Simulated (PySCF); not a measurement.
# PBE0/STO-3G run of GeCl2 (SMILES [Cl][Ge][Cl])

Aim: the vertical ionisation energy of GeCl2 at PBE0/STO-3G, from 2 runs. Input form: a Python script.

Program for the calculation: PySCF 2.14.0.

4 further runs of the same task are left out: 4 set aside as unsound or not needed.

## (1) The structure to begin with

The species is GeCl2 (3 atoms), meant as a singlet with charge 0. As SMILES, `[Cl][Ge][Cl]`. The shape comes from GFN2-xTB, which is rough for such elements, and wasn't checked as a minimum.

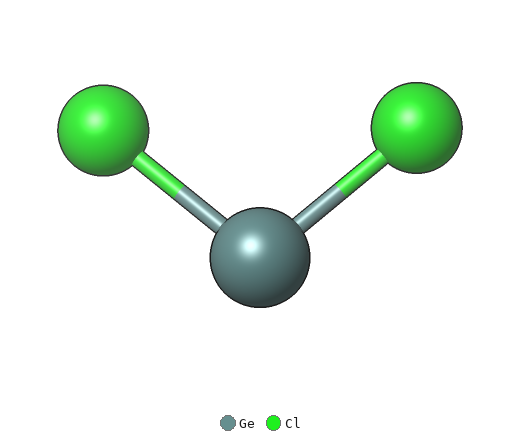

Viewed from a chosen angle; germanium teal, chlorine green.

## (2) The energy at PBE0/STO-3G

The input, job.py:

```python
# GeCl2
from pyscf import gto, dft

mol = gto.M(
    atom='Ge 0.004890 -0.007110 -0.931180; Cl 1.647840 -0.018820 0.474730; Cl -1.652730 0.025930 0.456450',
    basis='sto-3g',
    charge=0,
    max_memory=1860,
    verbose=3,
)

myscf = dft.RKS(mol, xc='pbe0')
myscf.grids.level = 5
myscf.conv_tol = 1e-10
myscf.kernel()
if not myscf.converged:
    myscf = myscf.newton().run(myscf.mo_coeff, myscf.mo_occ)

e_final = myscf.e_tot
print('E(%s) = %.9f' % ('PBE0', e_final))
```

Launch:

```bash
OMP_NUM_THREADS=1 python job.py
```

Standard output:

```text
converged SCF energy = -2963.01610874925
E(PBE0) = -2963.016108749
```

It took 4.5 s on 1 thread of Arm Neoverse V1, shared host; peak memory 0.26 GiB.

## (3) The doublet cation at the same level

The input, mol.xyz:

```xyz
3
Cl2Ge
Ge     0.004890    -0.007110    -0.931180
Cl     1.647840    -0.018820     0.474730
Cl    -1.652730     0.025930     0.456450
```

The input, calc.py:

```python
from pyscf import gto, dft

molecule = gto.M(
    atom='mol.xyz',
    basis='sto-3g',
    charge=1,
    verbose=3,
    spin=1,
    max_memory=1860,
)

calc0 = dft.UKS(molecule, xc='pbe0')
calc0.grids.level = 5
calc0.conv_tol = 1e-10
calc0.kernel()
if not calc0.converged:
    calc0 = calc0.newton().run(calc0.mo_coeff, calc0.mo_occ)

e_final = calc0.e_tot
print(f'total energy: {e_final:.8f} hartree')
```

Launch:

```bash
OMP_NUM_THREADS=1 python calc.py
```

Standard output:

```text
WARN: HOMO -0.512600477059196 >= LUMO -0.512600477059191

converged SCF energy = -2962.70087639726  <S^2> = 0.75527383  2S+1 = 2.0052669
total energy: -2962.70087640 hartree
```

It took 8.1 s on 1 thread of Arm Neoverse V1, shared host; peak memory 0.27 GiB.

## (4) What came out

Level: PBE0/STO-3G.

| quantity | value |
| --- | --- |
| singlet GeCl2: total energy | -2963.01611 Eh |
| singlet GeCl2: dipole moment | 2.29 D |
| singlet GeCl2: HOMO energy | -5.70 eV |
| singlet GeCl2: LUMO energy | -0.81 eV |
| singlet GeCl2: HOMO–LUMO gap | 4.88 eV |
| doublet cation: total energy | -2962.70088 Eh |
| doublet cation: HOMO energy (highest over α and β) | -14.20 eV |
| doublet cation: LUMO energy (lowest over α and β) | -11.36 eV |
| doublet cation: ⟨S²⟩ | 0.755 |
| vertical ionisation energy (to the doublet cation) | 8.578 eV |

What this shows: Removing an electron at fixed nuclei costs 8.58 eV (198 kcal/mol). The negative HOMO energy of the first species, 5.70 eV, lies 2.88 eV below that difference. In a minimal basis such a difference can be off by several eV, whatever the method.
